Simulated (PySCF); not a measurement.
```xyz
15

C     1.7471    1.0524    2.2035
C     1.9168    0.5645    1.1166
Si    2.1358   -0.1927   -0.5717
O     0.6766   -0.5380   -1.1592
Si   -0.9233   -0.8037   -1.4359
B    -1.9204    0.0045    0.0609
O    -3.2736   -0.0327    0.0268
O    -1.3647    0.6058    1.1478
H     1.6122    1.4798    3.1565
H     2.8720   -1.4480   -0.4308
H     2.7395    0.8022   -1.4570
H    -1.0010   -2.2663   -1.5944
H    -1.1184   -0.2420   -2.7825
H    -3.6963    0.3769    0.7863
H    -0.4067    0.6451    1.2026
```

Geometry: GFN2-xTB.

These are results of PySCF, KT2/pcSseg-1, SCF density, in a chloroform solvent model, non-relativistic, not measurements.

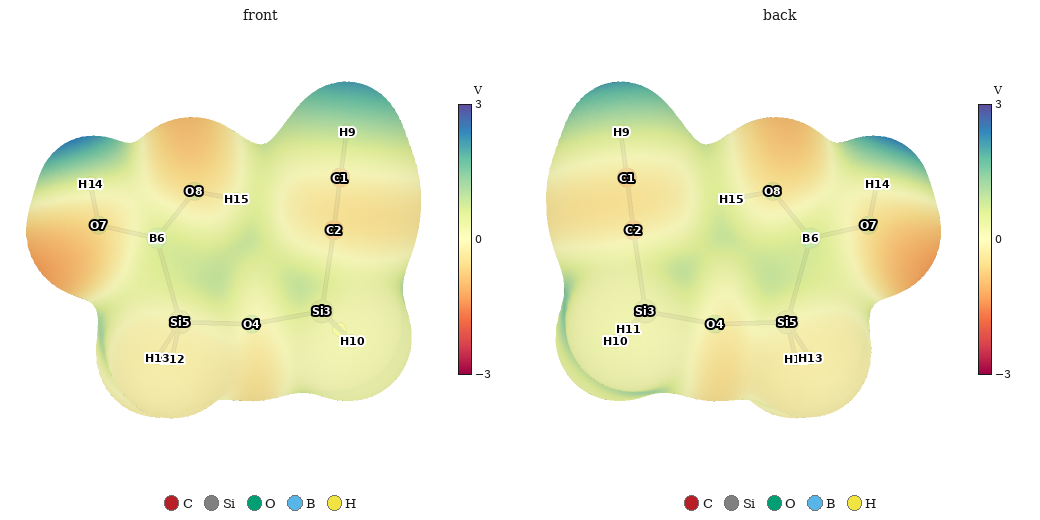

C2H7BO3Si2 (SMILES C#C[SiH2]O[SiH2]B(O)O). The molecular electrostatic potential painted on the density surface at 0.002 e/bohr³, seen from the front and from behind; the colour scale runs from red (negative) to blue (positive).

Q: Where is the surface potential most negative and most positive?

A: The most negative region (about −1.3 V) lies over O7, the most positive (about +2.3 V) over H14. O7 is the likeliest acceptor of a hydrogen bond.
